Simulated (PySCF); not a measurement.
**C₈H₉N (SMILES C=C/C=C/C=C/CC#N): density, localisation and related maps**

```json
{"atom": "C", "x (Å)": "-4.0394", "y (Å)": "-0.3954", "z (Å)": "1.1868"}
{"atom": "C", "x (Å)": "-2.9925", "y (Å)": "0.1952", "z (Å)": "0.6566"}
{"atom": "C", "x (Å)": "-1.7193", "y (Å)": "-0.4258", "z (Å)": "0.6692"}
{"atom": "C", "x (Å)": "-0.6246", "y (Å)": "0.2069", "z (Å)": "0.2342"}
{"atom": "C", "x (Å)": "0.6074", "y (Å)": "-0.4899", "z (Å)": "0.0040"}
{"atom": "C", "x (Å)": "1.6893", "y (Å)": "0.1433", "z (Å)": "-0.4977"}
{"atom": "C", "x (Å)": "3.0411", "y (Å)": "-0.5927", "z (Å)": "-0.5728"}
{"atom": "C", "x (Å)": "3.9939", "y (Å)": "-0.0019", "z (Å)": "0.3380"}
{"atom": "N", "x (Å)": "4.6978", "y (Å)": "0.5013", "z (Å)": "1.0805"}
{"atom": "H", "x (Å)": "-5.0185", "y (Å)": "0.0263", "z (Å)": "1.3575"}
{"atom": "H", "x (Å)": "-4.0608", "y (Å)": "-1.3452", "z (Å)": "1.6861"}
{"atom": "H", "x (Å)": "-3.1100", "y (Å)": "1.1747", "z (Å)": "0.2697"}
{"atom": "H", "x (Å)": "-1.6681", "y (Å)": "-1.4579", "z (Å)": "1.0340"}
{"atom": "H", "x (Å)": "-0.6770", "y (Å)": "1.2749", "z (Å)": "0.0308"}
{"atom": "H", "x (Å)": "0.6127", "y (Å)": "-1.5445", "z (Å)": "0.3073"}
{"atom": "H", "x (Å)": "1.7421", "y (Å)": "1.1633", "z (Å)": "-0.8038"}
{"atom": "H", "x (Å)": "3.5676", "y (Å)": "-0.5120", "z (Å)": "-1.5258"}
{"atom": "H", "x (Å)": "2.8565", "y (Å)": "-1.6370", "z (Å)": "-0.4311"}
```

Geometry: GFN2-xTB, MD frame at 250 fs, 200 K.

Method: PBE0/pcSseg-1, SCF density, gas phase, non-relativistic in PySCF.

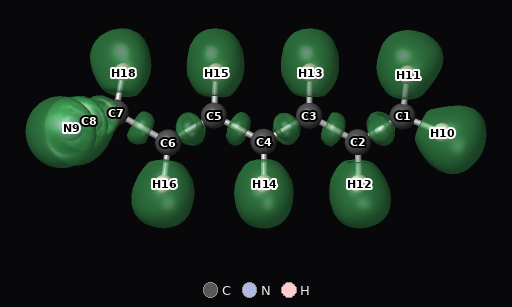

Figure 1. Isosurface of the ELF at 0.8 (green), seen across its widest extent. Only the valence region is drawn (cores and ρ < 0.01 e/Å³ removed).

> Identify the bonds, lone pairs and shells in this picture.

At this value the surface marks out seven regions between bonded C–C atoms (shared pairs), one region between bonded C–N atoms (shared pairs), nine regions around hydrogen nuclei and one lobe on N, pointing away from the bonds (lone pairs). Along the contacts the grid gives the following. C–N (1.14 Å): the ELF peaks at about 0.85 between the atoms: a short, multiple covalent bond. C–C (1.31 Å): the ELF peaks at about 0.95 between the atoms (a multiple bond).

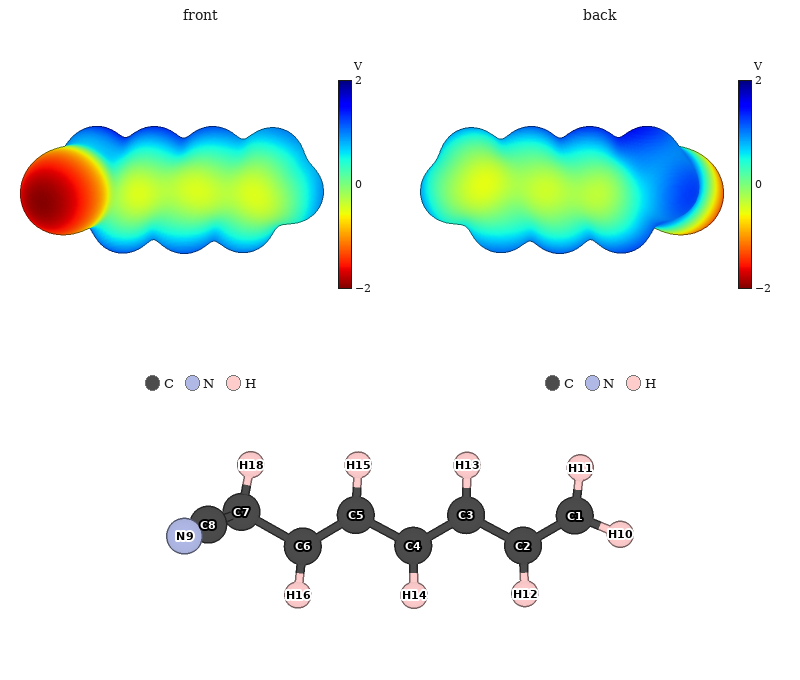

Figure 2. The electrostatic potential painted on the density surface at 0.002 e/bohr³, seen from the front and from behind; the colour scale runs from red (negative) to blue (positive). The bare structure is drawn below in the same view.

> Describe the electrostatic potential map.

The most negative region (about −2.0 V, or −46 kcal/mol for a unit charge) lies over N9, the most positive (about +1.4 V, or +32 kcal/mol for a unit charge) over H18. N9 is the likeliest acceptor of a hydrogen bond.

> What dipole moment does the calculation give?

Its dipole moment is 4.12 D.

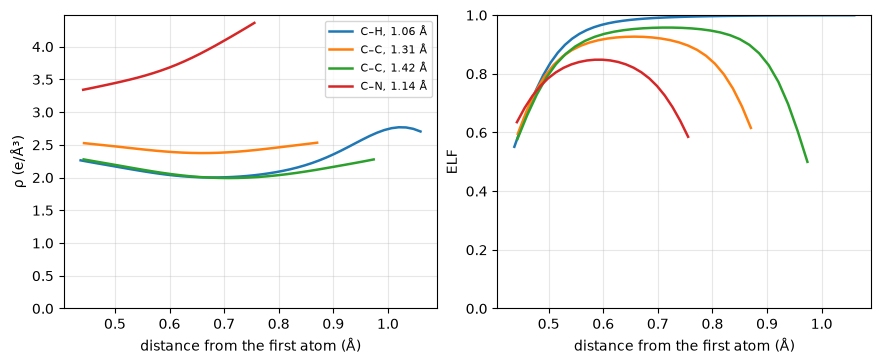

Figure 3. Electron density and ELF along straight lines between neighbouring atoms. The curves leave out the atomic cores.

> What can be read from the curves?

C–H (1.06 Å): ρ is about 2.1 e/Å³ halfway; the ELF climbs to about 1 towards the hydrogen, as it does in any bond to H (an ordinary covalent bond to hydrogen).
C–C (1.31 Å): the density is about 2.4 e/Å³ at the midpoint; the ELF peaks at about 0.95 between the atoms: a short, multiple covalent bond.
C–C (1.42 Å): ρ at the midpoint is about 2 e/Å³; the ELF peaks at about 0.95 between the atoms; localised, covalent bonding.
C–N (1.14 Å): ρ at the midpoint is about 3.6 e/Å³; the ELF peaks at about 0.85 between the atoms; a short, multiple covalent bond.
